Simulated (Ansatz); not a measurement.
H4SSi···HBr

The calculation's input:

```
crystal:
  periodic: [false, false, false]
  atoms:
    - { symbol: Si, position_ang: [-0.306113, -0.969055, 0.013294] }
    - { symbol: S, position_ang: [1.486259, -0.037984, 0.788683] }
    - { symbol: H, position_ang: [-0.173814, -0.983702, -1.464727] }
    - { symbol: H, position_ang: [-0.406884, -2.377576, 0.498573] }
    - { symbol: H, position_ang: [-1.508722, -0.219781, 0.469814] }
    - { symbol: H, position_ang: [0.61373, 1.929861, -0.768344] }
    - { symbol: Br, position_ang: [-0.61803, 2.307105, -1.487864] }
    - { symbol: H, position_ang: [0.913574, 0.350933, 1.95047] }
basis:
  gaussian: { orbitals: def2-SVP }
hamiltonian:
  xc: pbe0
  dispersion: d4
relax:
  f_tol: 0.03
  max_steps: 50
output:
  orbitals: {}
```

Launched as:

```sh
ansatz run input.yaml --threads 2 --pin off --max-ram 3072MiB --backend cpu --events-out ev --progress --plain --runs-dir out
```

The fields are those of the relaxed geometry.

The calculation used RKS PBE0-D4/def2-SVP in Ansatz 0.2.0.

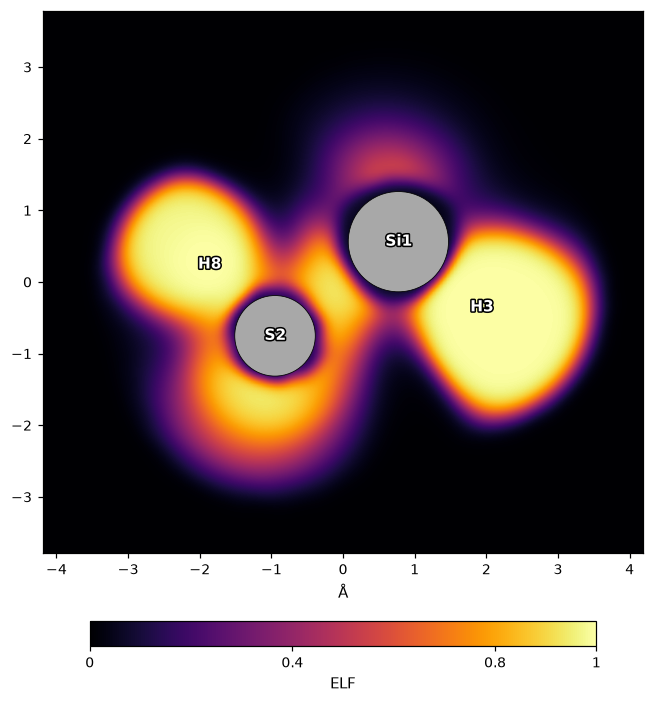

Figure 1. Electron localisation function on the plane of atoms Si1, S2 and H8. Grey discs cover the atomic cores.

**What do the fields say about this system?**

- The plane passes through Si, S and H nuclei.
- Si–S (2.17 Å): the ELF peaks at about 0.95 between the atoms, as expected for localised, covalent bonding.
- S–H (1.35 Å): the ELF climbs to about 1 towards the hydrogen, as it does in any bond to H.
- Si–H (1.49 Å): the ELF climbs to about 1 towards the hydrogen.
- The ELF also peaks beside S2, away from the bonds: lone-pair regions.

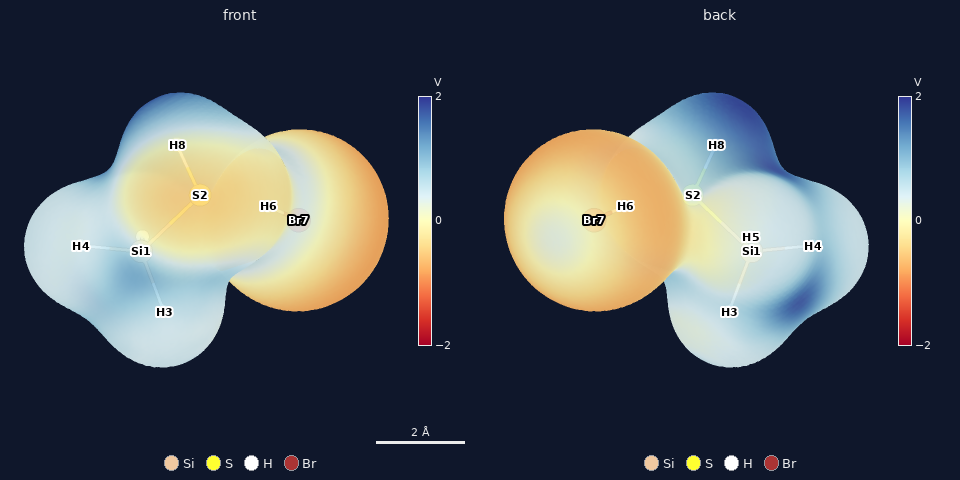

Figure 2. The molecular electrostatic potential painted on the density surface at 0.002 e/bohr³, seen from the front and from behind; red is negative and blue positive.

**Which sites attract a positive test charge, and which a negative one?**

A positive charge is drawn to the negative regions and a negative charge to the positive ones. The most negative region (about −0.8 V) lies over Br7, the most positive (about +1.8 V) over Si1 and H8. Br7 shows a σ-hole: about +0.3 V at the tip opposite its bond, against about −0.7 V on its flanks.

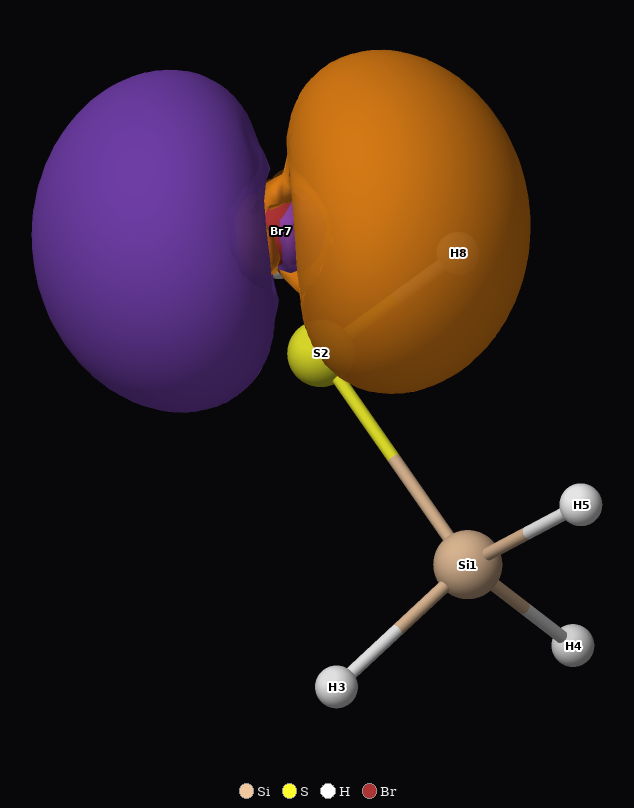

Figure 3. The HOMO−1 at ±0.1 Å⁻³ᐟ² (orange and purple are the two phases), seen at an oblique angle.

**What is the character of this orbital?**

Its weight (Hirshfeld) is mainly on Br7 (about 95 %); largely a lone pair of Br7. Its energy is −8.06 eV.

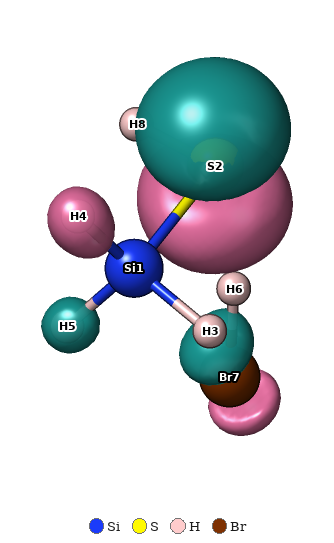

Figure 4. The HOMO at ±0.15 Å⁻³ᐟ² (teal and pink are the two phases), seen at an oblique angle.

**Where does this orbital lie, and at what energy?**

Its weight (Hirshfeld) is mainly on S2 (about 70 %) and Br7 (about 10 %); largely a lone pair of S2. Its energy is −7.94 eV.
